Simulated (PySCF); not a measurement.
| atom | x (Å) | y (Å) | z (Å) |
| --- | --- | --- | --- |
| C | 1.5351 | -0.0343 | -1.1165 |
| N | 0.9152 | 0.2814 | -0.1170 |
| C | -0.3841 | 0.7314 | 0.1113 |
| C | -1.1548 | -0.3692 | 0.8891 |
| O | -0.7964 | 1.8612 | -0.0549 |
| H | 0.9954 | -0.0642 | -2.0655 |
| H | 2.5867 | -0.4055 | -0.9722 |
| H | -0.8880 | -1.3112 | 0.4614 |
| H | -0.9144 | -0.2995 | 1.9379 |
| H | -2.2238 | -0.1799 | 0.7756 |

Geometry: GFN2-xTB, MD frame at 250 fs, 200 K.

Computed with PBE0/pcSseg-1, SCF density, gas phase, non-relativistic (PySCF).

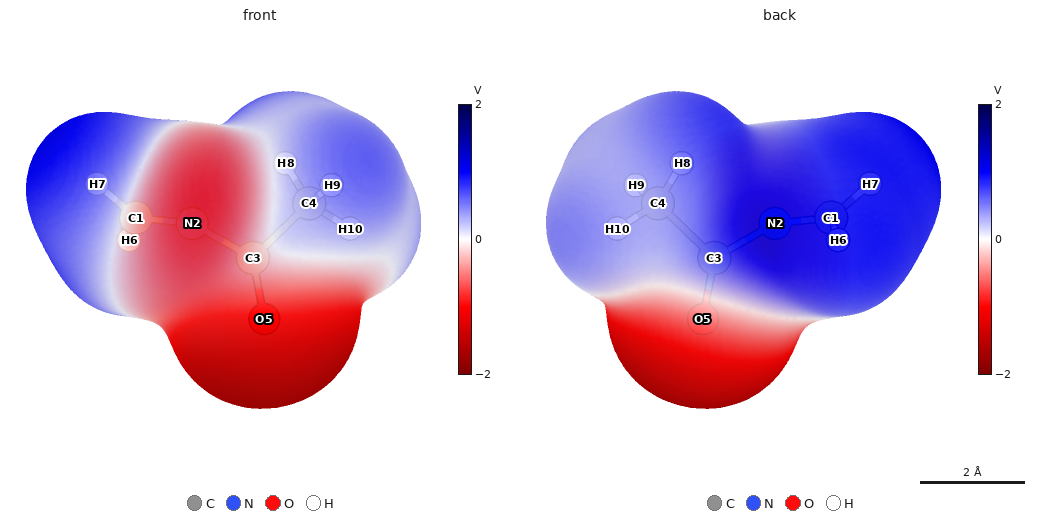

C3H5NO. The electrostatic potential painted on the density surface at 0.001 e/bohr³, seen from the front and from behind; red is negative and blue positive.

Where is the surface potential most negative and most positive?

Answer. The most negative region (about −1.7 V, or −39 kcal/mol for a unit charge) lies over O5, the most positive (about +1.1 V, or +25 kcal/mol for a unit charge) over C1, C3, H6 and H7. O5 is the likeliest acceptor of a hydrogen bond.

How polar is the molecule by this calculation?

Answer. Its dipole moment is 3.47 D.
